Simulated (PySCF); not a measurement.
# C4H8BN: electronic excitations

What electronic excitations should C4H8BN (`C[C@H]1[BH2-][N+]#CC1`) show?

The runs use PySCF 2.14.0, with density-fitted response routines of our own; the level of theory stands in each step. All values are computed, except where a source is named. Atoms are numbered from 0 throughout.

### 1 The starting structure

14 atoms, charge 0, multiplicity 1; geometry from: GFN2-xTB.

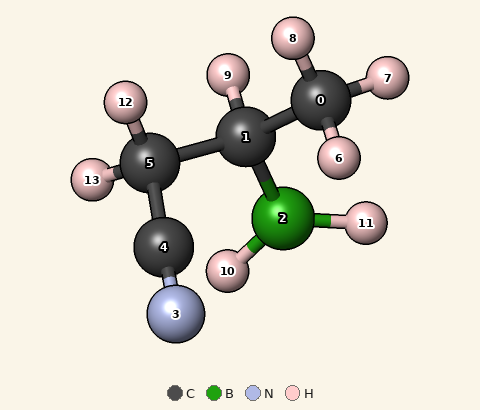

As it starts; carbon dark grey, boron green, nitrogen light blue, hydrogen pink, atoms numbered.

The optimised geometry no longer has the bonds of the starting formula, so what follows describes that rearranged structure.

### 2 TDDFT and polarisability: PBE0/def2-SVPD

Job settings and geometry (Å):

```
{"job": {"kind": "uv", "xc": "PBE0", "basis": "def2-SVPD", "nstates": 8, "ntriplets": 3}, "charge": 0, "multiplicity": 1}
C     -0.802536    -1.533472    -1.589178
C     -0.005479    -0.237007    -1.773638
B      0.873811    -0.166437    -3.081135
N     -2.653932     1.096156    -3.507630
C     -1.898445     1.051704    -2.650389
C     -0.940011     0.978354    -1.579256
H     -1.571702    -1.613257    -2.354605
H     -0.148443    -2.397512    -1.670130
H     -1.288884    -1.560690    -0.614220
H      0.731003    -0.189569    -0.954809
H      1.178913     0.870926    -3.523580
H      1.276264    -1.148367    -3.566671
H     -1.487054     0.899745    -0.633842
H     -0.364346     1.907580    -1.572744
```

With the program's defaults for keys left out, this is: TDDFT PBE0/def2-SVPD, vertical, gas phase, core orbitals frozen in the response.

Launch:

```sh
> OMP_NUM_THREADS=1 python probes_run.py task.json out
```

This one command runs all jobs of the session in turn.

What will the session give for the following? lowest singlet (PBE0/def2-SVPD); brightest single state of those computed; lowest triplet; surface potential, least and greatest. Wanted: lowest singlet; brightest single state of those computed; lowest triplet; surface potential, least and greatest.

As calculated:

| quantity | value |
| --- | --- |
| lowest singlet (PBE0/def2-SVPD) | 5.58 eV (222 nm), f = 0.001 |
| brightest single state of those computed | state 5, 7.38 eV, f = 0.016 |
| lowest triplet | 4.97 eV |
| surface potential, least and greatest | -1.83 V and 1.73 V |

What this shows: The structure rearranged or came apart on optimisation; the results belong to the end geometry, not to the formula as drawn. The first singlet state (HOMO→LUMO 0.87) lies at 5.58 eV and is weak; of the 8 states computed, the strongest absorption comes from state 5 at 7.38 eV. The lowest triplet lies 0.61 eV below the lowest singlet (triplets in Tamm-Dancoff, singlets in full TDDFT). At PBE0/def2-SVPD, counted by nearest atom on the grid, the HOMO lies on C1 22 %; B2 17 %, the LUMO on B2 50 %; H10, H11 about 15 % each.
